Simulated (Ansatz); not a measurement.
Consider GaH$_{4}$NO.

Input

```
crystal:
  periodic: [false, false, false]
  atoms:
    - { symbol: Ga, position_ang: [0.0, 0.0, 0.0] }
    - { symbol: "N", position_ang: [0.0, 0.0, 1.93] }
    - { symbol: H, position_ang: [-0.877, -0.2713, 2.46] }
    - { symbol: H, position_ang: [0.877, 0.2713, 2.46] }
    - { symbol: O, position_ang: [1.5501, 0.0, -0.895] }
    - { symbol: H, position_ang: [1.85, -0.9519, -1.0499] }
    - { symbol: H, position_ang: [-1.3596, 0.0, -0.785] }
basis:
  gaussian: { orbitals: def2-SVP }
hamiltonian:
  xc: hf
relax:
  f_tol: 0.02
  max_steps: 40
output:
  orbitals: {}
```

Launched as:

```sh
ansatz run input.yaml --threads 1 --pin off --max-ram 2048MiB --backend cpu --events-out ev --progress --plain --runs-dir out
```

The fields are those of the run's last geometry, not of the input's.

These are results of RHF/def2-SVP in Ansatz 0.2.0, not measurements.

Predict the electron density and electron localisation function between the atoms.

Ga–O (1.78 Å): ρ at the midpoint is about 0.89 e/Å³; the ELF peaks at about 0.85 in the valence shell of O, 0.6 Å from its nucleus, and is about 0.25 at the midpoint.
Ga–N (1.81 Å): ρ at the midpoint is about 0.9 e/Å³; the ELF peaks at about 0.85 in the valence shell of N, 0.7 Å from its nucleus, and is about 0.25 at the midpoint.
O–H (0.94 Å): the density is about 3.8 e/Å³ at the midpoint; the ELF climbs to about 1 towards the hydrogen, as it does in any bond to H: an ordinary covalent bond to hydrogen.
N–H (1.00 Å): ρ at the midpoint is about 2.8 e/Å³; the ELF climbs to about 1 towards the hydrogen: an ordinary covalent bond to hydrogen.

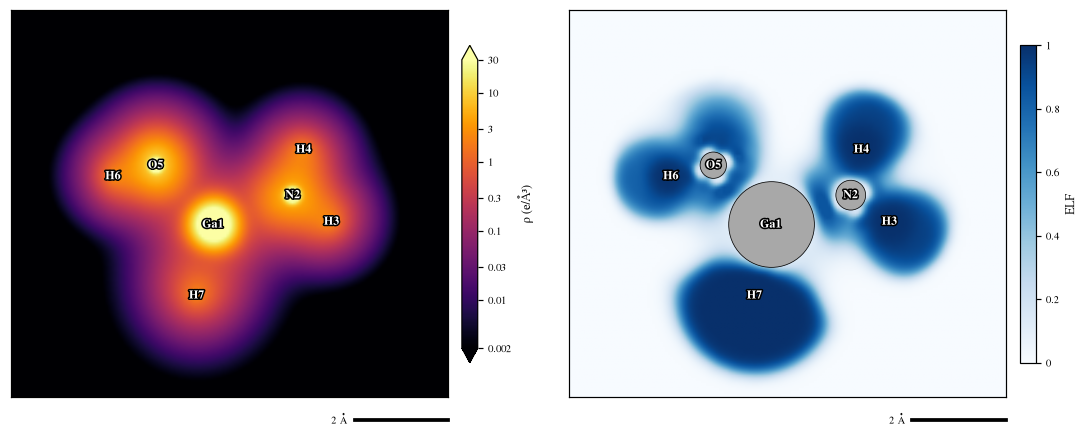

Computed electron density and electron localisation function on the molecular plane, in this order. Grey discs cover the atomic cores in the ELF map. 
